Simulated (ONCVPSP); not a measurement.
# Ta: pseudopotential generation (part 2 of 2)

Continued. System: tantalum (Ta, Z = 73), core [Kr] 4d10, reference valence 4f14 5s2 5p6 5d3 6s2, valence charge 27. (This line and the method describe the unaltered input from which the odd one was made.) Method: ONCV potential, PBEsol, fully relativistic, made with ONCVPSP 4.0.1.

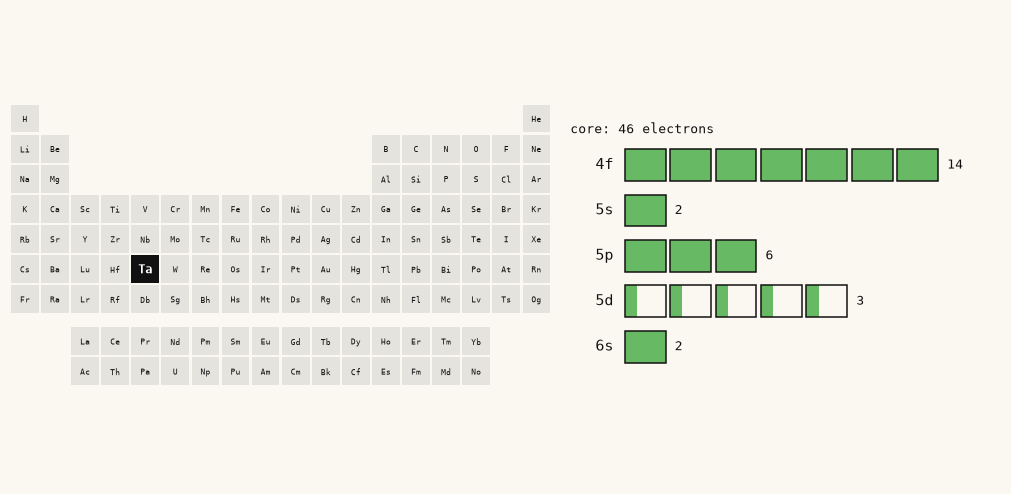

Left, the place of tantalum in the periodic table; right, the valence shells of the reference configuration: a box for each of the 2l + 1 orbitals, shaded by the share of the shell that is filled, with the electron count at the right. The shells are those of the unaltered input.

**Output (extracts), continued**
```
   3   2       -0.124828       -0.119767     43.62

   4   3       -0.873991       -0.873217    353.20

 Testing for highly-localized positive-energy ghosts
       l    <radius>/rc     E Basis Diag.   E Cutoff

       2        0.584712       10.818584     43.62  WARNING - GHOST(+)

Ghost test for J = L - 1/2

 Testing for bound ghosts
   n   l    E NL Schr. Eq   E Basis Diag.   E Cutoff

       0                      -22.265446     85.73  WARNING - GHOST(-)
   1   0       -2.677662       -2.677650     85.73
   2   0       -0.201155       -0.153685     85.73

   2   1       -1.680561       -1.680554     79.59

   3   2       -0.146390       -0.142533     43.62

   4   3       -0.946809       -0.946171    353.20

 Testing for highly-localized positive-energy ghosts
       l    <radius>/rc     E Basis Diag.   E Cutoff

       1        0.187130       -0.617089     79.59  WARNING - GHOST(+)

       2        0.225991       14.247573     43.62  WARNING - GHOST(+)

Test configuration 0

   n   l kap    f        eae           eps        diff
   1   0  -1  2.0000-2471.55227970
   2   0  -1  2.0000 -424.36377211
   2   1  -2  4.0000 -358.90404719
   2   1   1  2.0000 -405.56039312
   3   0  -1  2.0000  -97.19958879
   3   1  -2  4.0000  -78.80428502
   3   1   1  2.0000  -88.84735249
   3   2  -3  6.0000  -62.51760756
   3   2   2  4.0000  -64.70559161
   4   0  -1  2.0000  -19.80464323
   4   1  -2  4.0000  -14.04809723
   4   1   1  2.0000  -16.36379336
   4   2  -3  6.0000   -7.97077835
   4   2   2  4.0000   -8.39613357
   4   3  -4  8.0000   -0.87396651   -0.87399115   -2.46E-05
   4   3   3  6.0000   -0.94683358   -0.94680939    2.42E-05
   5   0  -1  2.0000   -2.67766670   -2.67766197    4.74E-06
   5   1  -2  4.0000   -1.35778866   -1.35778630    2.36E-06
   5   1   1  2.0000   -1.68055757   -1.68056134   -3.78E-06
   5   2  -3  1.8000   -0.12481590   -0.12482784   -1.19E-05
   5   2   2  1.2000   -0.14638049   -0.14639003   -9.53E-06
   6   0  -1  2.0000   -0.20115920   -0.20115526    3.94E-06

    Total energies and differences
      AE_ref= -1.56212293E+04  AE_tst= -1.56212293E+04  dif=  0.00E+00
      PS_ref= -3.28104254E+02  PS_tst= -3.28104254E+02  dif=  2.47E-11
      PSP excitation error= -2.47E-11

Test configuration 1

   n   l kap    f        eae           eps        diff
   1   0  -1  2.0000-2471.81975490
   2   0  -1  2.0000 -424.62919138
   2   1  -2  4.0000 -359.16950163
   2   1   1  2.0000 -405.82598633
   3   0  -1  2.0000  -97.46505880
   3   1  -2  4.0000  -79.06975691
   3   1   1  2.0000  -89.11282837
   3   2  -3  6.0000  -62.78296532
   3   2   2  4.0000  -64.97094358
   4   0  -1  2.0000  -20.07014877
   4   1  -2  4.0000  -14.31355553
   4   1   1  2.0000  -16.62928230
   4   2  -3  6.0000   -8.23612309
   4   2   2  4.0000   -8.66149662
   4   3  -4  8.0000   -1.13921754   -1.14033555   -1.12E-03
   4   3   3  6.0000   -1.21208841   -1.21318067   -1.09E-03
   5   0  -1  2.0000   -2.94294187   -2.94311287   -1.71E-04
   5   1  -2  4.0000   -1.62375358   -1.62382238   -6.88E-05
   5   1   1  2.0000   -1.94627473   -1.94646787   -1.93E-04
   5   2  -3  1.8000   -0.37776316   -0.37773926    2.39E-05
   5   2   2  1.2000   -0.40135262   -0.40133723    1.54E-05
   6   0  -1  1.0000   -0.42843949   -0.42845408   -1.46E-05

    Total energies and differences
      AE_ref= -1.56212293E+04  AE_tst= -1.56209166E+04  dif=  3.13E-01
      PS_ref= -3.28104254E+02  PS_tst= -3.27791541E+02  dif=  3.13E-01
      PSP excitation error= -4.62E-06

Test configuration 2

   n   l kap    f        eae           eps        diff
   1   0  -1  2.0000-2472.12954275
   2   0  -1  2.0000 -424.93615317
   2   1  -2  4.0000 -359.47651973
   2   1   1  2.0000 -406.13320679
   3   0  -1  2.0000  -97.77169782
   3   1  -2  4.0000  -79.37639535
   3   1   1  2.0000  -89.41949539
   3   2  -3  6.0000  -63.08950606
   3   2   2  4.0000  -65.27748711
   4   0  -1  2.0000  -20.37683751
   4   1  -2  4.0000  -14.62021329
   4   1   1  2.0000  -16.93595638
   4   2  -3  6.0000   -8.54265255
   4   2   2  4.0000   -8.96804341
   4   3  -4  8.0000   -1.44548132   -1.44778649   -2.31E-03
   4   3   3  6.0000   -1.51837250   -1.52067825   -2.31E-03
   5   0  -1  2.0000   -3.24880444   -3.24915176   -3.47E-04
   5   1  -2  4.0000   -1.92896275   -1.92910431   -1.42E-04
   5   1   1  2.0000   -2.25195580   -2.25234936   -3.94E-04
   5   2  -3  1.8000   -0.66287839   -0.66280399    7.44E-05
   5   2   2  1.2000   -0.68882021   -0.68876793    5.23E-05
   6   0  -1  0.0000   -0.67494418   -0.67494418    0.00E+00

    Total energies and differences
      AE_ref= -1.56212293E+04  AE_tst= -1.56203661E+04  dif=  8.63E-01
      PS_ref= -3.28104254E+02  PS_tst= -3.27241053E+02  dif=  8.63E-01
      PSP excitation error= -3.20E-05

Test configuration 3

   n   l kap    f        eae           eps        diff
   1   0  -1  2.0000-2472.59400983
   2   0  -1  2.0000 -425.40252124
   2   1  -2  4.0000 -359.94292878
   2   1   1  2.0000 -406.59958589
   3   0  -1  2.0000  -98.23483657
   3   1  -2  4.0000  -79.83950789
   3   1   1  2.0000  -89.88279050
   3   2  -3  6.0000  -63.55319897
   3   2   2  4.0000  -65.74127227
   4   0  -1  2.0000  -20.83989355
   4   1  -2  4.0000  -15.08356616
   4   1   1  2.0000  -17.39908978
   4   2  -3  6.0000   -9.00630093
   4   2   2  4.0000   -9.43162100
   4   3  -4  8.0000   -1.90802532   -1.90671759    1.31E-03
   4   3   3  6.0000   -1.98103403   -1.97966265    1.37E-03
   5   0  -1  2.0000   -3.70725832   -3.70689062    3.68E-04
   5   1  -2  4.0000   -2.37483165   -2.37473966    9.20E-05
   5   1   1  2.0000   -2.70411309   -2.70387093    2.42E-04
   5   2  -3  1.2000   -1.05751132   -1.05750724    4.08E-06
   5   2   2  0.8000   -1.08797436   -1.08793367    4.07E-05
   6   0  -1  0.0000   -0.99285104   -0.99285104    0.00E+00

    Total energies and differences
      AE_ref= -1.56212293E+04  AE_tst= -1.56194988E+04  dif=  1.73E+00
      PS_ref= -3.28104254E+02  PS_tst= -3.26373763E+02  dif=  1.73E+00
      PSP excitation error=  9.16E-06

Test configuration 4

   n   l kap    f        eae           eps        diff
   1   0  -1  2.0000-2471.68006022
   2   0  -1  2.0000 -424.49061200
   2   1  -2  4.0000 -359.03090215
   2   1   1  2.0000 -405.68731019
   3   0  -1  2.0000  -97.32649764
   3   1  -2  4.0000  -78.93119510
   3   1   1  2.0000  -88.97426168
   3   2  -3  6.0000  -62.64445854
   3   2   2  4.0000  -64.83243869
   4   0  -1  2.0000  -19.93156950
   4   1  -2  4.0000  -14.17499829
   4   1   1  2.0000  -16.49071115
   4   2  -3  6.0000   -8.09762463
   4   2   2  4.0000   -8.52298902
   4   3  -4  8.0000   -1.00078640   -1.00134785   -5.61E-04
   4   3   3  6.0000   -1.07365347   -1.07417728   -5.24E-04
   5   0  -1  2.0000   -2.80455164   -2.80463491   -8.33E-05
   5   1  -2  4.0000   -1.48515990   -1.48519258   -3.27E-05
   5   1   1  2.0000   -1.80772864   -1.80782552   -9.69E-05
   5   2  -3  1.8000   -0.24657646   -0.24657218    4.28E-06
   5   2   2  1.2000   -0.26911694   -0.26911543    1.51E-06
   6   0  -1  1.5000   -0.31166675   -0.31167094   -4.19E-06

    Total energies and differences
      AE_ref= -1.56212293E+04  AE_tst= -1.56211014E+04  dif=  1.28E-01
      PS_ref= -3.28104254E+02  PS_tst= -3.27976348E+02  dif=  1.28E-01
      PSP excitation error= -2.31E-07
```

**What the run reported**

- outcome: generated, with a ghost state
- ghost flags of the generator: 3 GHOST(-), 3 GHOST(+)
- largest excitation error printed: 0.87 meV
- wall time: 9.6 s

**What is odd here**

This input holds a deliberate oddity: debl of l = 0 set to 40.00 Ha. The program ran to the end. The all-electron atom is untouched: its total energy equals that from the unaltered input (−15621.2293 Ha). The pseudo-atom's energy and ghost flags in the reference configuration are also those from the unaltered input, so the oddity leaves no trace there. The unaltered input has a GHOST(-) flag too. The potential has a bound ghost state, so it can't be used as it stands.
